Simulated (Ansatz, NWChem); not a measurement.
## Ligand exchange: InH2Cl + BH(CH3)(SiH3) → SiH3(InH2) + BH(CH3)Cl

Species: InH2Cl `[Cl][InH2]`, singlet; BH(CH3)(SiH3), singlet; SiH3(InH2), singlet; BH(CH3)Cl, singlet. The partners trade Cl for SiH3: In–Cl and B–SiH3 bonds give way to In–SiH3 and B–Cl.

Shapes, held fixed at every level: PBE0-D4/def2-TZVP. Programs: Ansatz 0.2.0. Electronic energies: no zero-point or thermal term.

```csv
level,kind,ΔE (kJ/mol),less CCSD(T)/def2-TZVPP
HF/def2-TZVPP,Hartree–Fock,-5.2,+17.5
SPW92/def2-TZVPP,LDA,-32.8,-10.1
B3LYP-D4/def2-TZVPP,global hybrid,-18.5,+4.2
BHLYP-D4/def2-TZVPP,global hybrid,-15.4,+7.3
PBE0-D4/def2-TZVPP,global hybrid,-23.3,-0.6
wB97M-V/def2-TZVPP,range-separated hybrid,-22.3,+0.4
CCSD(T)/def2-SVP,coupled cluster or CI,-32.0,-9.3
CCSD(T)/def2-TZVPP,coupled cluster or CI,-22.7,0.0
```

The highest level, CCSD(T)/def2-TZVPP, gives ΔE = -22.7 kJ/mol; the levels span -32.8 to -5.2. The column of differences is taken from that level and isn't an error. No measured value is set beside it here. For atoms past krypton def2 sets carry core potentials with scalar relativity. Outer-core shells of In are correlated in most correlated rows, in sets that cover them unevenly.

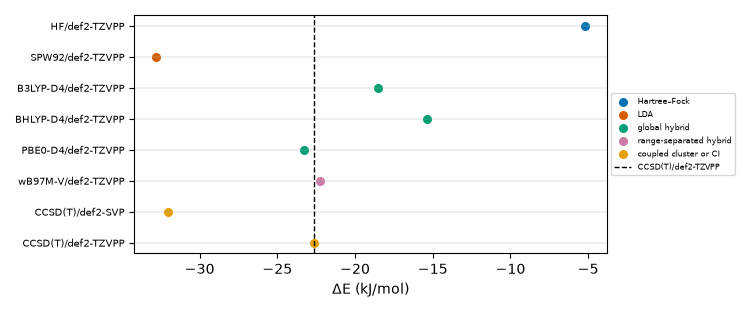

The values of the table, level by level.
